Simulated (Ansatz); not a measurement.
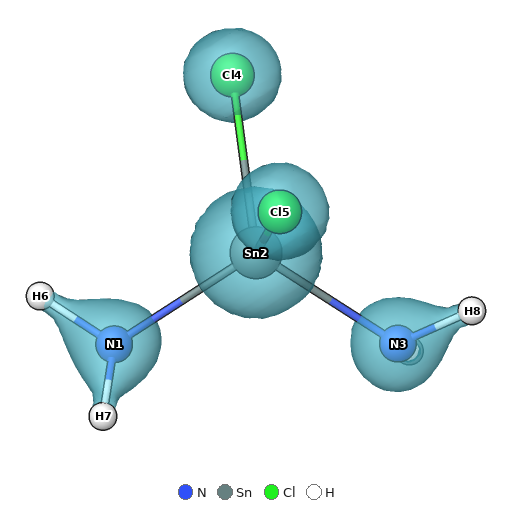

Cl$_{2}$H$_{4}$N$_{2}$Sn (SMILES [NH2][Sn]([NH2])([Cl])[Cl]). Isosurface of the electron density at 2 e/Å³ (cyan), seen at an oblique angle.

Geometry: PBE0-D4/def2-TZVP; core potentials replace the inner electrons of Sn.

Computed with RKS PBE0-D4/def2-TZVPP (Ansatz 0.2.0).

| atom | x (Å) | y (Å) | z (Å) |
| --- | --- | --- | --- |
| N | -1.6112 | 0.6284 | -0.3209 |
| Sn | 0.3055 | 0.0736 | -0.3461 |
| N | 0.7370 | -0.8769 | 1.3546 |
| Cl | 0.5325 | -1.1740 | -2.2905 |
| Cl | 1.8583 | 1.7950 | -0.4691 |
| H | -1.9459 | 0.9263 | -1.2286 |
| H | -1.8099 | 1.3579 | 0.3526 |
| H | 1.7323 | -0.9944 | 1.4966 |
| H | 0.2898 | -1.7819 | 1.4343 |

Which contacts does the surface bridge?

Answer. At this value the surface falls into five separate pieces. It bridges the sampled N–H (1.01 Å) contacts, where the density stays above the isovalue. It is pinched off along the sampled Sn–N (2.00 Å) and Sn–Cl (2.32 Å) contacts. On the grid the lowest density along these lines, outside the cores, is 0.85 e/Å³ (Sn–N, 2.00 Å), 0.61 e/Å³ (Sn–Cl, 2.32 Å) and 2.3 e/Å³ (N–H, 1.01 Å).
